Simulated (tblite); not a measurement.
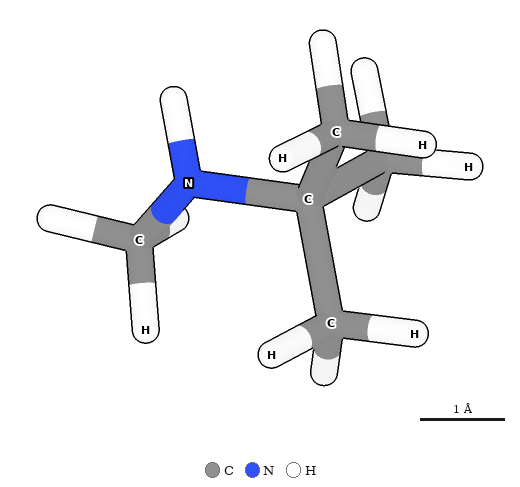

**Figure 1.** The input geometry (stick view, seen at a tilt). Bond lengths as drawn: C–C 1.53 to 1.54 Å, C–H 1.09 to 1.10 Å, C–N 1.45 to 1.46 Å and H–N 1.02 Å.

# Run report: C₅H₁₃N, molecular dynamics

C₅H₁₃N (n-methyl-tert-butylamine), computed with GFN2-xTB Langevin dynamics, gas phase (tblite 0.8.0).

Input
```
{"job": {"dt": 1.5, "steps": 5000, "equilibration": 400, "friction": 0.005, "h_mass": 4.0, "temperature": 500, "xc": "GFN2-xTB", "basis": "xTB", "kind": "md"}, "charge": 0, "multiplicity": 1}
C      2.112012    -0.113139     0.222418
N      0.832595    -0.023157     0.893947
C     -0.369688     0.052146     0.066009
C     -0.573983    -1.184753    -0.826223
C     -1.548184     0.168979     1.039550
C     -0.312704     1.311878    -0.802419
H      2.888889    -0.161034     0.984843
H      2.274919     0.786114    -0.368757
H      2.223326    -0.988537    -0.434044
H      0.736311    -0.804721     1.535110
H     -1.520400    -1.111452    -1.355714
H     -0.585806    -2.091622    -0.223135
H      0.221453    -1.268545    -1.563205
H     -1.398151     1.021961     1.695592
H     -1.628545    -0.726416     1.652698
H     -2.481086     0.299466     0.497662
H     -1.285427     1.497367    -1.250449
H      0.414043     1.205575    -1.603510
H     -0.038790     2.166892    -0.190219
```

The first line tells a small driver script what to run in tblite; the rest is the geometry in Å.

Run on 1 CPU thread, shared host.

Command:
```bash
OMP_NUM_THREADS=1 python <driver script> task.json out
```

What the program printed
```
t/fs     T/K   E - E0/eV
     0.0    513.4    -0.0000
   337.5    367.0     1.0379
   675.0    475.0     1.0024
  1012.5    502.3     1.0829
  1350.0    625.1     1.3476
  1687.5    737.6     1.2731
  2025.0    447.4     1.2652
  2362.5    437.4     1.0576
  2700.0    717.9     0.8025
  3037.5    510.3     1.4375
  3375.0    408.8     1.2201
  3712.5    620.8     1.1612
  4050.0    538.6     0.9514
  4387.5    471.6     1.2054
  4725.0    445.8     0.9194
  5062.5    638.7     0.6993
  5400.0    500.5     0.9031
  5737.5    479.8     1.1116
  6075.0    584.9     1.1069
  6412.5    755.9     0.9399
  6750.0    481.9     1.0956
  7087.5    529.8     1.1723
  7425.0    504.4     1.3292
  7762.5    437.3     1.3390
  8100.0    661.3     1.0601
```

Trajectory as extended XYZ (Å, eV, eV/Å), 11 of the 25 frames kept, from step=0 to step=5400
```
19
Properties=species:S:1:pos:R:3:forces:R:3 step=0 time_fs=0.0 energy=-551.13989 temperature=513.4
C     2.1120   -0.1131    0.2224    0.0010  -0.0010   0.0000
N     0.8326   -0.0232    0.8939    0.0000   0.0020   0.0020
C    -0.3697    0.0521    0.0660    0.0000   0.0020   0.0000
C    -0.5740   -1.1848   -0.8262    0.0000  -0.0010  -0.0010
C    -1.5482    0.1690    1.0395   -0.0010   0.0000   0.0000
C    -0.3127    1.3119   -0.8024   -0.0010   0.0020  -0.0010
H     2.8889   -0.1610    0.9848    0.0020   0.0000   0.0020
H     2.2749    0.7861   -0.3688    0.0010   0.0010  -0.0010
H     2.2233   -0.9885   -0.4340    0.0000  -0.0040  -0.0010
H     0.7363   -0.8047    1.5351    0.0010   0.0020  -0.0010
H    -1.5204   -1.1115   -1.3557    0.0000   0.0000   0.0000
H    -0.5858   -2.0916   -0.2231    0.0010   0.0010   0.0000
H     0.2215   -1.2685   -1.5632   -0.0010   0.0000  -0.0010
H    -1.3982    1.0220    1.6956    0.0010  -0.0010  -0.0010
H    -1.6285   -0.7264    1.6527    0.0000   0.0000   0.0000
H    -2.4811    0.2995    0.4977   -0.0010   0.0000   0.0000
H    -1.2854    1.4974   -1.2504    0.0000   0.0010   0.0000
H     0.4140    1.2056   -1.6035   -0.0010  -0.0010   0.0010
H    -0.0388    2.1669   -0.1902   -0.0010  -0.0020   0.0010
19
Properties=species:S:1:pos:R:3:forces:R:3 step=450 time_fs=675.0 energy=-550.13752 temperature=475.0
C     2.9613    0.3419    0.9843    1.0840   0.2580   0.4400
N     1.6422    0.1332    1.5694    1.9710   1.8810   0.5690
C     0.5868   -0.0928    0.6829   -1.3920  -3.6280  -1.6680
C     0.8391   -1.4810   -0.1385    0.7480   1.0340   0.6030
C    -0.5879   -0.4515    1.5906   -2.4610   1.5000  -2.7350
C     0.3476    1.0932   -0.2195   -0.0040   2.1880   0.6450
H     3.7508    0.3376    1.8032   -0.9910   0.0720  -0.7080
H     3.0729    1.3692    0.4877   -0.3320  -1.7810   0.2210
H     3.1573   -0.5852    0.3881    0.5050   1.2450  -0.3460
H     1.7910   -0.6263    2.1923   -0.4010  -0.7130   0.6500
H     0.0049   -1.9328   -0.6387   -0.5670   0.3390  -0.1180
H     1.1950   -2.2217    0.5889    0.0330   0.1750  -0.1800
H     1.6199   -1.2986   -0.8757   -0.0490  -0.1480  -0.0400
H    -0.9012    0.4455    2.0983   -0.2560   0.2330   0.3020
H    -0.4067   -1.1948    2.2727    0.7620  -1.6070   1.4500
H    -1.4653   -0.8177    0.9428    1.0520   0.6360   0.8670
H    -0.6172    1.3070   -0.7209    0.2040  -0.9760   0.6990
H     1.0723    1.2283   -1.0374    0.0880  -0.2700   0.6510
H     0.4647    1.9262    0.5526    0.0060  -0.4400  -1.3020
19
Properties=species:S:1:pos:R:3:forces:R:3 step=1125 time_fs=1687.5 energy=-549.86678 temperature=737.6
C     3.0121    0.5205    0.5263    0.9330  -4.3690   3.6260
N     1.6576    0.0629    0.7519   -0.8600   0.0480   0.0480
C     0.9542   -0.8843   -0.1256    1.3800   1.2510  -0.9260
C     1.5718   -2.2385   -0.1125   -3.9080  -2.3410   3.0700
C    -0.5198   -0.8429    0.2646    0.5930   0.8630   0.4200
C     1.1026   -0.2629   -1.5230   -1.6130  -1.1260  -2.1920
H     3.4844    0.9283    1.4382   -0.6640  -0.0530   0.0140
H     3.0191    1.2394   -0.1478    0.1090   2.9660  -3.3320
H     3.7595   -0.3321    0.2828   -0.9950   0.8810  -0.1590
H     1.2774   -0.1174    1.6655    0.9310   0.2160   0.5100
H     0.9959   -2.9895   -0.6742    0.1910   0.4760  -0.3670
H     1.3957   -2.6459    0.9689    0.9190   0.5610  -1.3940
H     2.5375   -2.2492   -0.3909    3.0670  -0.0630  -0.6750
H    -1.0215   -1.4712   -0.4206   -0.8280  -0.5840  -0.4980
H    -0.7731    0.2097    0.0691   -0.5220  -0.4660   0.4600
H    -0.7649   -1.1426    1.3098    0.4310   0.2880  -0.8150
H     0.3793   -0.6965   -2.3312    1.1240   0.1610   1.4530
H     2.0568   -0.1709   -2.0401    0.1970  -0.6000   0.6900
H     0.7489    0.7098   -1.4050   -0.4850   1.8890   0.0660
19
Properties=species:S:1:pos:R:3:forces:R:3 step=1575 time_fs=2362.5 energy=-550.08233 temperature=437.4
C     2.1032    0.8643   -0.3575   -0.5040   0.6970   1.8510
N     0.6791    0.4794   -0.4924    1.5440  -0.1590  -1.1240
C     0.2172   -0.7871   -1.0687   -0.1160   0.3380  -0.7410
C     0.2701   -2.0086   -0.0838    1.5340   0.5970  -1.8120
C    -1.2468   -0.3897   -1.5563    1.8790   3.7310   0.8780
C     1.1099   -1.0764   -2.2730    0.3390  -0.8920  -1.2750
H     2.2600    1.2607    0.6829   -0.2390  -0.6090  -0.2770
H     2.3433    1.7882   -0.8882   -0.0990  -0.5120  -0.9510
H     2.8584    0.0900   -0.4499   -0.1900  -0.0730  -0.5050
H     0.2407    0.6554    0.3635   -0.8610   0.1730   1.2670
H    -0.1532   -2.8635   -0.5594   -0.9410  -0.3710  -0.0020
H    -0.1281   -1.7025    0.8249   -1.0530   0.0350   1.4760
H     1.3059   -2.3486    0.0997   -0.1330   0.6300  -0.0760
H    -1.7710    0.0991   -0.6894    0.4270  -0.6140  -0.7040
H    -1.8836   -1.0446   -2.0056   -1.1100  -2.3190  -0.7960
H    -1.1656    0.4828   -2.3484    0.2520  -1.5060   1.5070
H     0.7798   -1.9429   -2.9042    0.0000   0.4100   0.9140
H     2.1682   -1.2886   -1.9993   -0.8380   0.2160  -0.0390
H     1.0975   -0.2579   -2.9960    0.1090   0.2290   0.4080
19
Properties=species:S:1:pos:R:3:forces:R:3 step=2250 time_fs=3375.0 energy=-549.91982 temperature=408.8
C     2.1050   -2.7748    0.5136    2.4930  -2.8720  -0.5890
N     1.0863   -2.0058    0.0381   -2.4760   0.6350  -2.4960
C     0.1346   -2.5506   -0.9314   -0.8810   1.4900  -0.8630
C    -0.3210   -3.9416   -0.6298   -2.8840  -1.0610  -0.5320
C    -1.1912   -1.7181   -0.9609    0.3710  -0.6980  -0.4290
C     0.6409   -2.4098   -2.3656    1.3950   0.5670  -0.5630
H     2.9031   -2.0940    0.5950    1.4180   0.8480   1.4760
H     2.5504   -3.3765   -0.3355   -0.8520  -0.1050   0.5460
H     1.9881   -3.4921    1.3883   -0.1080   0.8500  -0.6550
H     0.4924   -1.6266    0.7040   -0.7170   1.0300   1.9710
H    -1.2037   -4.3251   -1.3129    1.1660   1.2130   1.1130
H    -0.7102   -3.9235    0.3882    0.0330  -0.3790   0.0260
H     0.3245   -4.7485   -0.7758    1.7250  -0.7840   0.1920
H    -1.7360   -1.6975   -0.0230   -0.0780  -0.2780  -0.0200
H    -1.7349   -2.2193   -1.7755   -0.4250   0.3310   0.6320
H    -1.0484   -0.7081   -1.2877    0.3640   0.5630   0.0570
H     1.7342   -2.2347   -2.4106   -0.4230  -0.4560   0.2370
H     0.2545   -1.5520   -2.9551   -0.1860  -0.6110   0.6270
H     0.3999   -3.3348   -2.8456    0.0650  -0.2820  -0.7310
19
Properties=species:S:1:pos:R:3:forces:R:3 step=2700 time_fs=4050.0 energy=-550.18848 temperature=538.6
C     4.1513   -1.6314   -0.1543   -0.7370   0.0810  -2.2710
N     3.0704   -0.9642    0.5603    0.6790  -0.6710   2.0780
C     1.7001   -1.0477    0.0375    0.2850   0.5630  -0.3840
C     1.2268   -2.4413   -0.2367   -0.5430  -0.8140  -0.4070
C     0.7852   -0.3595    1.0756    0.1720  -1.4960  -0.0890
C     1.7397   -0.3107   -1.2790   -2.3520   0.3990  -1.5650
H     5.1549   -1.3329    0.1134   -0.1030   0.3440   0.5480
H     4.0956   -1.4476   -1.2983    0.0370  -0.2480   1.6790
H     4.0358   -2.6919   -0.0123    0.4210  -0.7950  -0.1410
H     3.1158   -1.4542    1.5123   -0.3930   1.1190  -1.2740
H     0.4300   -2.5262   -1.0074   -0.1760   0.2900   1.2930
H     1.0886   -2.9015    0.7187   -1.0700  -0.5330   0.4270
H     1.9582   -3.0547   -0.6826    1.4910  -0.4970  -0.6970
H     0.7414   -0.9771    1.9875    0.3480   0.4150  -0.1410
H    -0.2462   -0.2797    0.7720   -0.1170   0.1550  -0.5310
H     1.2253    0.5837    1.2376    0.1630   1.0360   0.5680
H     1.5828    0.7574   -1.1714   -0.2380   0.1310   0.1840
H     0.8877   -0.7098   -2.0041    1.8130   0.8590   1.2900
H     2.6984   -0.3869   -1.7344    0.3200  -0.3370  -0.5690
19
Properties=species:S:1:pos:R:3:forces:R:3 step=3150 time_fs=4725.0 energy=-550.22051 temperature=445.8
C     4.0018   -0.4976    2.0125   -1.0270  -3.0930   1.2780
N     2.5491   -0.9505    1.9456    2.2490   0.0550  -0.9720
C     2.2025   -1.7371    0.7387   -1.6100  -0.2220  -0.2740
C     3.0196   -2.9987    0.4554    2.4310  -1.2460  -1.2740
C     0.6578   -2.0362    0.8535    2.0340  -1.2350  -0.1680
C     2.2846   -0.8408   -0.5031    1.2610  -1.8560  -0.0200
H     4.7738   -1.3207    1.9487   -0.8420   0.1870  -0.2100
H     4.2274   -0.0763    2.9684   -0.4150   0.6530   0.5050
H     4.1684    0.1337    1.2375    0.4740   2.0460  -1.9820
H     2.4517   -1.5441    2.7371   -0.4450  -0.5840   0.7840
H     2.9079   -3.4646   -0.5966   -0.9360   0.6200   1.6550
H     3.0741   -3.8433    1.2068   -0.6350   1.1660  -0.6630
H     4.1082   -2.7161    0.2923   -0.8470   0.0960   0.7390
H     0.4917   -2.6226    1.7410   -0.3570  -0.1440   0.2300
H     0.3243   -2.5847   -0.0345    0.0350   0.2140   0.3510
H     0.2449   -1.0800    0.9162   -1.1130   1.0680   0.2060
H     1.7366    0.0276   -0.3854   -0.6700   1.7670   0.3780
H     1.8955   -1.3540   -1.3778    0.0450  -0.1750  -0.0010
H     3.3406   -0.6978   -0.6300    0.3690   0.6820  -0.5620
19
Properties=species:S:1:pos:R:3:forces:R:3 step=3825 time_fs=5737.5 energy=-550.02833 temperature=479.8
C     1.1911    0.2854    0.0793    0.5150   0.2270  -0.8220
N     0.1120   -0.6049    0.1933   -1.6360  -2.8440   0.0070
C     0.1609   -2.1581    0.3142   -1.0910   1.7270  -0.2530
C     0.6471   -2.5610    1.6635    0.2430  -0.8600   2.0710
C    -1.3568   -2.5526    0.2512   -0.7270   1.7910   0.5280
C     0.8698   -2.7302   -0.8687   -1.8620  -0.7880  -1.4760
H     1.8115    0.3546    0.9638    0.3220   0.3720   0.5520
H     0.7175    1.2769   -0.1809    0.8940  -0.8370   0.1560
H     1.8276   -0.1173   -0.7067    0.1580   0.6120  -0.3720
H    -0.3587   -0.4102    1.0417   -0.9630   0.6560   0.8110
H     0.8653   -1.6793    2.3256   -0.1890  -0.9890  -0.5160
H     1.4695   -3.2678    1.7072    0.7860   0.4780  -0.4920
H    -0.1176   -3.2195    2.1260    0.0970   0.8180   0.2070
H    -1.8434   -2.4941    1.2686    0.5430   0.2000  -1.0040
H    -1.6275   -3.5109   -0.1277    0.5210  -0.7580  -0.3090
H    -1.8710   -1.8077   -0.4002    0.3160  -0.4520   0.4470
H     0.1142   -2.5839   -1.6808    0.8510   0.1190   0.0510
H     0.9763   -3.8238   -0.8546    0.3980   0.4290   0.4630
H     1.7555   -2.2111   -1.1311    0.8240   0.0980  -0.0490
19
Properties=species:S:1:pos:R:3:forces:R:3 step=4275 time_fs=6412.5 energy=-550.20002 temperature=755.9
C     0.6884    1.1107   -0.1911    1.9710  -0.3990   1.7600
N    -0.4906    0.4531    0.2382   -0.2240  -1.6950   1.8910
C    -0.4789   -0.5155    1.4211   -1.0620  -0.1070  -1.9220
C    -0.2871    0.1738    2.7992    1.3380   0.2040  -1.5260
C    -1.7958   -1.2919    1.1763   -0.0360  -0.7570   0.1930
C     0.5748   -1.6294    1.1965   -0.3090  -0.1710   0.7520
H     1.1869    1.7889    0.5394   -0.2930  -0.0100   0.2240
H     0.2859    1.6924   -0.9259   -0.1550   1.7220  -2.4860
H     1.5378    0.4904   -0.5273   -0.8300  -0.2560  -0.1600
H    -1.1772    1.1791    0.4198   -0.1240  -0.2640   0.1740
H    -0.9532    0.9342    3.1689   -0.5740   0.1170  -0.5860
H     0.7123    0.6301    2.6728   -0.3280   0.1250   0.3540
H    -0.1837   -0.5456    3.5593   -0.0040  -1.0310   0.8490
H    -2.6727   -0.6934    1.2911   -0.4680   0.5910  -0.1130
H    -1.8903   -2.0935    1.9072    0.0720  -0.0590   0.1310
H    -1.8262   -1.7987    0.1744    0.2290   0.8330   0.8740
H     0.4877   -2.0285    0.1475   -0.1230   0.0520   1.4250
H     0.4441   -2.3994    2.0699    0.2850   1.1010  -2.0040
H     1.5517   -1.1939    1.2756    0.6350   0.0040   0.1680
19
Properties=species:S:1:pos:R:3:forces:R:3 step=4950 time_fs=7425.0 energy=-549.81072 temperature=504.4
C     0.7349    1.9488    2.6099   -0.6490   0.9320   1.1650
N     0.2060    1.1438    1.5374    0.2850  -0.5080  -0.4190
C    -0.5722   -0.0660    1.8474    3.0960  -1.0770   0.2830
C    -1.5821    0.1289    2.9174    0.8550  -2.1040   1.3350
C    -1.1820   -0.5574    0.5246   -0.4300  -1.0860   0.7830
C     0.5623   -1.1266    2.3308    1.6710   2.4750  -2.4730
H    -0.1292    2.4485    3.1277    0.5260   0.3880  -0.2290
H     1.3867    2.7413    2.1438   -0.4550  -0.9020   0.7280
H     1.2178    1.4371    3.5010   -0.0470   0.0810  -1.6790
H    -0.3170    1.7441    0.9068   -0.0040   0.0500   0.1520
H    -2.3589    0.5943    2.5035   -3.4360   2.1180  -1.8060
H    -1.3400    0.7438    3.7694    0.6900  -0.4960   0.4230
H    -1.9590   -0.8737    3.1470    0.1960   0.1940   0.7100
H    -2.2724   -0.4262    0.4245    0.5770   0.2030   0.1670
H    -0.9655   -1.6195    0.3443   -0.2610   0.1990   0.3160
H    -0.6438   -0.0530   -0.2182    0.3520   0.7960  -1.3150
H     1.6014   -0.6600    2.1908   -1.2960   0.1640   0.0310
H     0.7135   -1.9593    1.6853   -0.8000  -0.8210  -0.4000
H     0.6264   -1.4078    3.3147   -0.8700  -0.6090   2.2280
19
Properties=species:S:1:pos:R:3:forces:R:3 step=5400 time_fs=8100.0 energy=-550.07981 temperature=661.3
C     0.8050    1.6988    4.2450   -1.7860   0.0650   1.3800
N     0.5150    0.8646    3.1007   -0.1090  -1.6670   0.3780
C    -0.6409   -0.0856    3.1008   -0.4350   1.8520   1.9140
C    -1.8390    0.9002    3.1699    0.1710  -2.1200   0.4750
C    -0.6038   -0.9326    1.8459   -2.2370   0.1650  -0.0910
C    -0.7336   -0.9533    4.3865    2.1870   0.5710   0.1370
H     0.0947    2.5370    4.2728    0.0400   0.0060  -0.3670
H     1.7598    2.0998    4.0363    1.0310   0.3590   0.3200
H     0.6961    1.3253    5.3593    0.6470  -0.1840  -1.9050
H     1.3065    0.2652    2.9359    0.7070  -0.0510  -0.0920
H    -1.6059    1.6889    2.5092   -0.2150   0.9660  -0.4120
H    -1.9343    1.1978    4.2453   -0.4480  -0.0670  -1.3600
H    -2.6051    0.2357    2.7624   -0.7970   0.9560   0.5520
H    -0.1689   -0.3270    1.0557   -0.4780  -0.1950  -0.2510
H    -1.6900   -1.3230    1.6442    1.8480   0.9800  -0.1050
H    -0.0493   -1.8227    1.9614    0.9000  -0.8010   0.2580
H    -1.5108   -1.6388    4.5054   -1.4510  -0.9510  -0.7470
H    -0.8141   -0.3768    5.3327    0.5980   0.0100  -0.7430
H     0.1980   -1.5435    4.3454   -0.1740   0.1050   0.6600
```

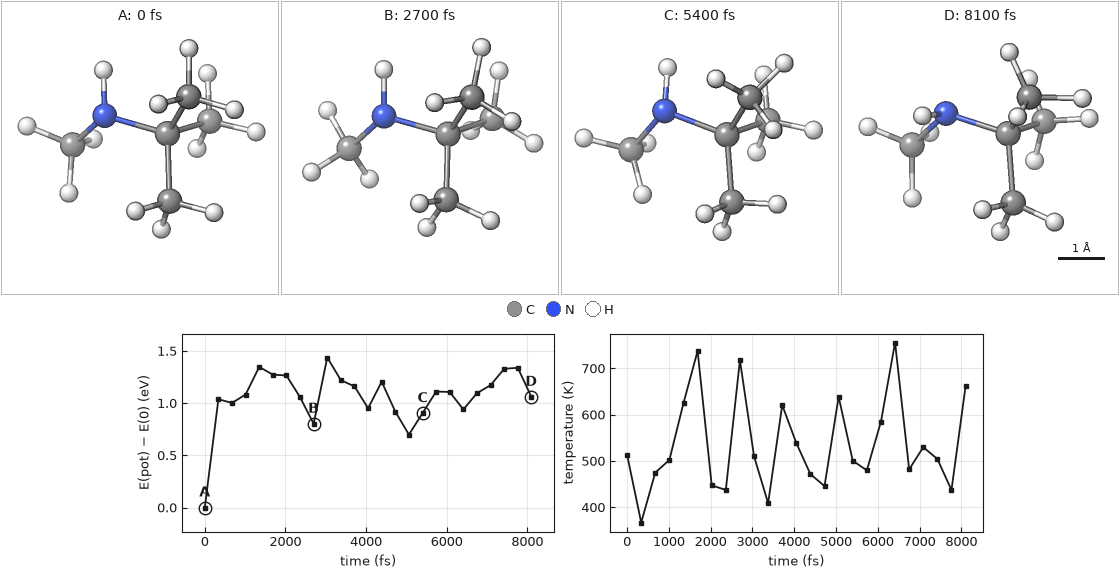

**Figure 2.** Frames of the molecular dynamics (ball-and-stick, seen at a tilt) above the curves, on which the letters mark them. The trajectory kept here has 25 frames over 8100 fs. The temperature starts at 513 K, ranges from 367 to 756 K and averages 541 K over the second half. The potential energy ends 1.060 eV above its first value. After an unweighted best fit of the last frame on the first, the root-mean-square displacement is 1.23 Å, and H11 has moved furthest (2.16 Å).

Summary

- outcome: finished
- mean temperature over the second half: 541 K
- trajectory: 25 frames kept, 8100 fs
- wall time: 27 s
- peak memory: 0.43 GiB
